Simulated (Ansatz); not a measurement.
# HF/STO-3G run of BH (SMILES [BH])

What is the vertical electron affinity of BH at HF/STO-3G? 

The calculation is run with Ansatz 0.2.0.

36 further runs of the same task are left out: 36 set aside as unsound or not needed.

## Step 1: Starting point

The species is BH (2 atoms), meant as a singlet with charge 0. SMILES: `[BH]`. Geometry: the measured bond length.

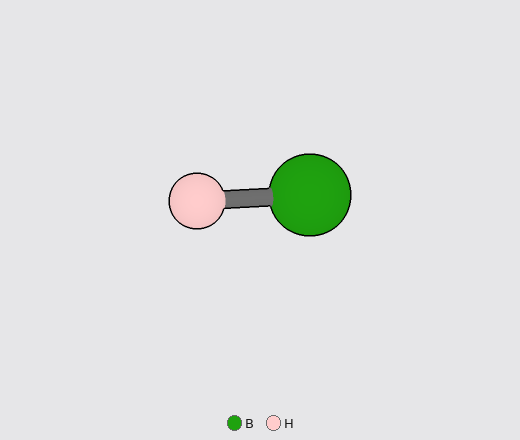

Viewed from a chosen angle; boron green, hydrogen pink.

## Step 2: The energy at HF/STO-3G

run.yaml reads:

```yaml
crystal:
  periodic: [false, false, false]
  atoms:
    - {symbol: B, position_ang: [0.000000, 0.000000, 0.000000]}
    - {symbol: H, position_ang: [0.000000, 0.000000, 1.232400]}
basis:
  gaussian: {orbitals: STO-3G}
hamiltonian: {xc: hf}
accuracy: high
output: {orbitals: {seedname: orbitals}}
```

Launch:

```console
$ ansatz run run.yaml --threads 1 --pin off --max-ram 3480MiB --events-out events.jsonl --progress --plain --runs-dir runs
```

Output:

```text
Warning: RAYON_NUM_THREADS=1 ignored (pool sized by the plan → 1); use --threads N
Functional definition: HF
  name "HF"
  exchange = exact_x
  correlation = 0
77 factors; integrals over basis functions are off by at most 5.4e-9 eV
mean field evaluation 1: about -673.2610 eV, gradient 7.3e0 eV
mean field evaluation 2: about -673.2629 eV, gradient 7.2e0 eV
mean field evaluation 4: about -673.5576 eV, gradient 2.4e-1 eV
mean field evaluation 8: about -673.5575 eV, gradient 1.9e-5 eV
mean field -673.55746565 eV, -24.7527803089 hartree, gradient 3.0e-8 eV, S^2 0.000000; 0 other end points of the search recorded, 0 dependent functions left out
reference -673.55746565 eV, -24.7527803089 hartree; 3, 3 occupied and 3, 3 virtual orbitals, 77 factors
Total energy: -673.55746565 eV, -24.7527803089 hartree
```

Run time: 0.04 s. Hardware: 1 thread of Arm Neoverse V2, shared host.

## Step 3: The doublet anion

input.yaml reads:

```yaml
crystal:
  periodic: [false, false, false]
  atoms:
    - symbol: B
      position_ang: [0.000000, 0.000000, 0.000000]
    - symbol: H
      position_ang: [0.000000, 0.000000, 1.232400]
basis:
  gaussian: {orbitals: STO-3G}
total_charge: -1
magnetization: {spin_polarized: true, initial_magnetization: 1}
hamiltonian: {xc: hf}
accuracy: high
output: {orbitals: {seedname: orbitals}}
```

Launch:

```console
$ ansatz run input.yaml --threads 1 --pin off --max-ram 3480MiB --events-out events.jsonl --progress --plain --runs-dir runs
```

Output:

```text
Warning: RAYON_NUM_THREADS=1 ignored (pool sized by the plan → 1); use --threads N
[... 4 set-up lines as earlier in the session ...]
77 factors; integrals over basis functions are off by at most 5.4e-9 eV
mean field evaluation 1: about -666.4899 eV, gradient 3.7e0 eV
mean field evaluation 2: about -666.4985 eV, gradient 3.7e0 eV
mean field evaluation 4: about -666.6420 eV, gradient 2.5e-1 eV
mean field evaluation 8: about -666.6430 eV, gradient 5.2e-6 eV
mean field evaluation 16: about -666.7599 eV, gradient 3.7e-3 eV
mean field evaluation 32: about -665.6692 eV, gradient 5.1e0 eV
mean field -666.75993103 eV, -24.5029755191 hartree, gradient 1.6e-8 eV, S^2 1.100024; 2 other end points of the search recorded, 0 dependent functions left out
reference -666.75993103 eV, -24.5029755191 hartree; 4, 3 occupied and 2, 3 virtual orbitals, 77 factors
Total energy: -666.75993103 eV, -24.5029755191 hartree
```

It took 0.04 s on 1 thread of Arm Neoverse V2, shared host.

## Step 4: Outcome

Level: HF/STO-3G.

```
                                         quantity         value
                         singlet BH: total energy  -24.75278 Eh
                          singlet BH: HOMO energy      -6.71 eV
                          singlet BH: LUMO energy       7.35 eV
                        singlet BH: HOMO–LUMO gap      14.05 eV
                      doublet anion: total energy  -24.50298 Eh
doublet anion: HOMO energy (highest over α and β)       6.63 eV
 doublet anion: LUMO energy (lowest over α and β)      20.51 eV
                              doublet anion: ⟨S²⟩         1.100
vertical electron affinity (to the doublet anion)     -6.798 eV
```

What this shows: The anion lies 6.80 eV (656 kJ/mol) above the neutral: the electron isn't bound at this level, and such a value depends on the basis. Without diffuse functions anions come out too high. Hartree–Fock misses the correlation that binds many anions. In a minimal basis such a difference can be off by several eV, whatever the method. ⟨S²⟩ (doublet anion) is 1.10 where a pure doublet has 0.75: the reference is spin-contaminated. The HOMO (doublet anion) lies at positive energy, 6.63 eV: the electron is unbound at this level or held by a compact basis; values depend on the basis.
